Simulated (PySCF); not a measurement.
Consider C$_{6}$H$_{14}$N$_{3}$P.

```yaml
atoms:
  - { symbol: C, position_ang: [0.5362, 1.6802, -2.3442] }
  - { symbol: N, position_ang: [0.1270, 0.3986, -1.8109] }
  - { symbol: P, position_ang: [-0.4332, 0.1157, -0.3856] }
  - { symbol: C, position_ang: [-2.0022, 0.9339, 0.2043] }
  - { symbol: C, position_ang: [0.6802, 0.3890, 1.0896] }
  - { symbol: C, position_ang: [2.0139, -0.2767, 0.7543] }
  - { symbol: C, position_ang: [2.9922, -0.0125, 1.7731] }
  - { symbol: N, position_ang: [3.7437, 0.2181, 2.6040] }
  - { symbol: N, position_ang: [-0.6350, -1.5378, -0.3903] }
  - { symbol: C, position_ang: [-1.5115, -2.2498, 0.5178] }
  - { symbol: H, position_ang: [-0.3072, 2.3606, -2.4954] }
  - { symbol: H, position_ang: [0.9870, 1.4833, -3.3186] }
  - { symbol: H, position_ang: [1.2796, 2.1963, -1.7282] }
  - { symbol: H, position_ang: [-1.8218, 2.0024, 0.3056] }
  - { symbol: H, position_ang: [-2.7652, 0.7801, -0.5582] }
  - { symbol: H, position_ang: [-2.3463, 0.5387, 1.1562] }
  - { symbol: H, position_ang: [0.2515, -0.0279, 2.0021] }
  - { symbol: H, position_ang: [0.8113, 1.4646, 1.2379] }
  - { symbol: H, position_ang: [1.8723, -1.3570, 0.6544] }
  - { symbol: H, position_ang: [2.3764, 0.0992, -0.2085] }
  - { symbol: H, position_ang: [-0.6797, -1.8436, -1.3555] }
  - { symbol: H, position_ang: [-1.2255, -3.3032, 0.5334] }
  - { symbol: H, position_ang: [-2.5707, -2.1846, 0.2483] }
  - { symbol: H, position_ang: [-1.3848, -1.8478, 1.5221] }
```

Geometry: GFN2-xTB.

Method: PySCF 2.14.0, PBE0/pcSseg-1, SCF density, gas phase, non-relativistic.

Q: What can the converged electron density and electron localisation function tell about the bonding?

A: C–N (1.14 Å): the density is about 3.6 e/Å³ at the midpoint; the ELF peaks at about 0.85 between the atoms: a multiple bond.
C–C (1.44 Å): ρ at the midpoint is about 1.9 e/Å³; the ELF peaks at about 0.95 between the atoms: a covalent bond.
C–P (1.87 Å): ρ at the midpoint is about 1.1 e/Å³; the ELF peaks at about 0.95 between the atoms: localised, covalent bonding.
C–C (1.53 Å): ρ at the midpoint is about 1.6 e/Å³; the ELF peaks at about 0.95 between the atoms (localised, covalent bonding).

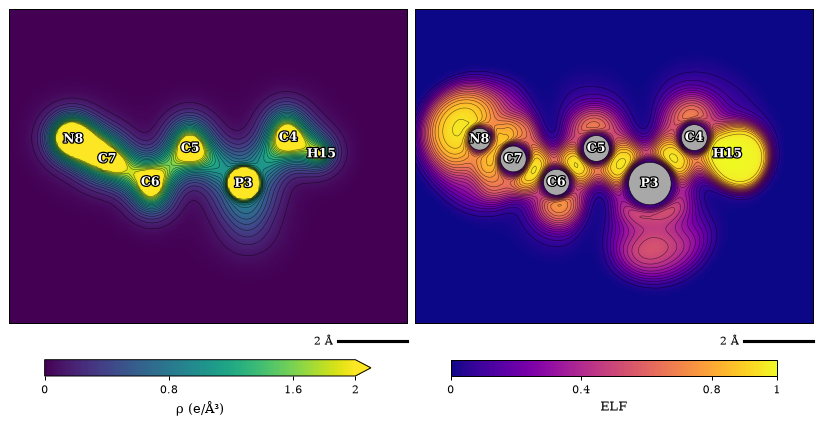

Computed electron density and electron localisation function on the plane of atoms C4, P3 and C5, in this order. Grey discs cover the atomic cores in the ELF map. 
